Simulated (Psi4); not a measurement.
**C2H6AlF (SMILES [CH3][Al]([CH3])[F]): MP2/cc-pVTZ (density fitting, density fitting for correlation, sweep point 3)**

What is the vertical singlet–triplet gap of C2H6AlF at MP2/cc-pVTZ (density fitting, density fitting for correlation, sweep point 3)? 

The results are computed with Psi4 1.11.

## Step 1: Starting point

C2H6AlF: 10 atoms, total charge 0, spin state singlet. As SMILES, `[CH3][Al]([CH3])[F]`. The shape is that of a PBE0-D4/def2-TZVP optimisation.

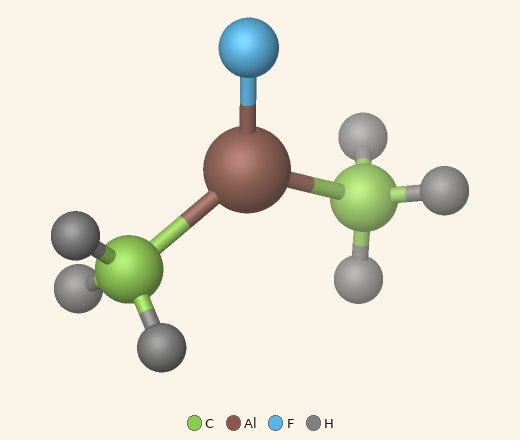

Viewed from a chosen angle; carbon green, aluminium brown, fluorine blue, hydrogen grey.

## Step 2: A single-point energy at MP2/cc-pVTZ (density fitting, density fitting for correlation, sweep point 3)

job.inp

```
memory 1600 mb

molecule geom {
  0 1
  C     -0.566700     1.412600    -0.858500
  Al    -0.288600    -0.445300    -0.364300
  C      0.794700    -1.093100     1.112200
  F     -1.047300    -1.600600    -1.281300
  H     -1.184400     1.517100    -1.752900
  H     -1.054000     1.963400    -0.046800
  H      0.387100     1.917300    -1.043800
  H      0.189400    -1.676700     1.813200
  H      1.269800    -0.283800     1.672000
  H      1.583200    -1.762300     0.753400
  units angstrom
  symmetry c1
}

set globals {
  basis cc-pVTZ
  puream true
  scf_type df
  num_frozen_docc 0
}

result, w = energy("mp2", return_wfn=True)
```

On the command line:

```sh
$ psi4 -i job.inp -o job.out -n 1
```

job.out:

```text
[...]
  Running in c1 symmetry.
[...]
  Nuclear repulsion =  153.324374710563518
[...]
  Multiplicity = 1
[...]
  Nalpha       = 20
  Nbeta        = 20
[...]
    Number of basis functions: 208
[...]
   @DF-RHF iter   1:  -420.56173564239964   -1.11586e+00   3.08554e-03 ADIIS/DIIS
[...]
   @DF-RHF iter  10:  -420.75753963008310   -6.48583e-11   6.36910e-09 DIIS
[...]
    Orbital Energies [Eh]
    ---------------------
    Doubly Occupied:
       1A    -58.463752     2A    -26.233776     3A    -11.196044
       4A    -11.195643     5A     -4.880455     6A     -3.196206
       7A     -3.194483     8A     -3.192776     9A     -1.520425
      10A     -0.929445    11A     -0.919188    12A     -0.658669
      13A     -0.609194    14A     -0.604169    15A     -0.551197
      16A     -0.545725    17A     -0.540423    18A     -0.538938
      19A     -0.480580    20A     -0.404172
[...]
  @DF-RHF Final Energy:  -420.75753963008310
   => Energetics <=
    Nuclear Repulsion Energy =            153.3243747105635180
    One-Electron Energy =                -888.4533053949442092
    Two-Electron Energy =                 314.3713910542976464
    Total Energy =                       -420.7575396300831017
[...]
 Multipole Moments:
 ------------------------------------------------------------------------------------
     Multipole            Electronic (a.u.)      Nuclear  (a.u.)        Total (a.u.)
 ------------------------------------------------------------------------------------
 L = 1.  Multiply by 2.5417464519 to convert [e a0] to [Debye]
 Dipole X            :         -3.1976348            3.5448471            0.3472124
 Dipole Y            :         -4.7832139            5.3152959            0.5320820
 Dipole Z            :         -3.9043843            4.3220312            0.4176469
 Magnitude           :                                                    0.7603267
[...]
```

Run time: 6 s. Hardware: 1 thread of AMD EPYC 9R45 (Zen 5), shared host; peak memory 0.47 GiB.

## Step 3: The triplet, same level

calc.dat

```
memory 1.6 GB

molecule system {
  0 3
  C     -0.566700     1.412600    -0.858500
  Al    -0.288600    -0.445300    -0.364300
  C      0.794700    -1.093100     1.112200
  F     -1.047300    -1.600600    -1.281300
  H     -1.184400     1.517100    -1.752900
  H     -1.054000     1.963400    -0.046800
  H      0.387100     1.917300    -1.043800
  H      0.189400    -1.676700     1.813200
  H      1.269800    -0.283800     1.672000
  H      1.583200    -1.762300     0.753400
  symmetry c1
}

set basis cc-pVTZ
set reference uhf
set puream true
set scf_type df
set num_frozen_docc 0
set maxiter 100

energy("mp2")
print_variables()
```

On the command line:

```sh
$ psi4 -n 1 calc.dat calc.out
```

calc.out:

```text
[...]
  Running in c1 symmetry.
[...]
  Nuclear repulsion =  153.324374710563518
[...]
  Multiplicity = 3
[...]
  Nalpha       = 21
  Nbeta        = 19
[...]
    Number of basis functions: 208
[...]
   @DF-UHF iter   1:  -420.37769466167231   -9.31816e-01   2.58198e-03 ADIIS/DIIS
[...]
   @DF-UHF iter  21:  -420.52903925453768    7.83302e-11   3.93567e-09 DIIS
[...]
   @S^2 Observed:                2.036543252E+00
[...]
    Orbital Energies [Eh]
    ---------------------
    Alpha Occupied:
       1A    -58.458784     2A    -26.211255     3A    -11.282357
       4A    -11.280143     5A     -4.877633     6A     -3.197707
       7A     -3.196243     8A     -3.190106     9A     -1.500952
      10A     -1.004961    11A     -0.994097    12A     -0.647199
      13A     -0.609606    14A     -0.609406    15A     -0.607232
      16A     -0.598788    17A     -0.592524    18A     -0.581995
      19A     -0.559899    20A     -0.506966    21A     -0.139850
    Alpha Virtual:
      22A      0.058452    23A      0.137913    24A      0.148199
      25A      0.182587    26A      0.185930    27A      0.192148
[...]
  @DF-UHF Final Energy:  -420.52903925453768
   => Energetics <=
    Nuclear Repulsion Energy =            153.3243747105635180
    One-Electron Energy =                -887.5280599297745994
    Two-Electron Energy =                 313.6746459646734593
    Total Energy =                       -420.5290392545376790
  UHF NO Occupations:
  HONO-2 :   19  A 1.9840658
  HONO-1 :   20  A 1.0000000
  HONO-0 :   21  A 1.0000000
  LUNO+0 :   22  A 0.0159342
  LUNO+1 :   23  A 0.0007062
[...]
 Multipole Moments:
 ------------------------------------------------------------------------------------
     Multipole            Electronic (a.u.)      Nuclear  (a.u.)        Total (a.u.)
 ------------------------------------------------------------------------------------
 L = 1.  Multiply by 2.5417464519 to convert [e a0] to [Debye]
 Dipole X            :         -2.7852345            3.5448471            0.7596126
 Dipole Y            :         -4.2570510            5.3152959            1.0582449
 Dipole Z            :         -3.4697817            4.3220312            0.8522494
 Magnitude           :                                                    1.5566704
[...]
```

Run time: 9.9 s. Hardware: 1 thread of AMD EPYC 9R45 (Zen 5), shared host; peak memory 0.47 GiB.

## Step 4: Outcome

Level: MP2/cc-pVTZ (density fitting, density fitting for correlation, sweep point 3).

| quantity | value |
| --- | --- |
| singlet: total energy | -421.56250 Eh |
| singlet: HOMO energy (Hartree–Fock orbitals) | -11.00 eV |
| singlet: LUMO energy (Hartree–Fock orbitals) | 2.33 eV |
| singlet: HOMO–LUMO gap (Hartree–Fock orbitals) | 13.32 eV |
| singlet: correlation energy | -805.0 mEh |
| triplet: total energy | -421.32813 Eh |
| triplet: HOMO energy (Hartree–Fock orbitals) (highest over α and β) | -3.81 eV |
| triplet: LUMO energy (Hartree–Fock orbitals) (lowest over α and β) | -2.63 eV |
| triplet: correlation energy | -799.1 mEh |
| triplet: ⟨S²⟩ of the reference determinant | 2.037 |
| vertical energy of the triplet above the singlet | 6.378 eV |

In words: At this shape the triplet lies 6.38 eV (147 kcal/mol) above the singlet.
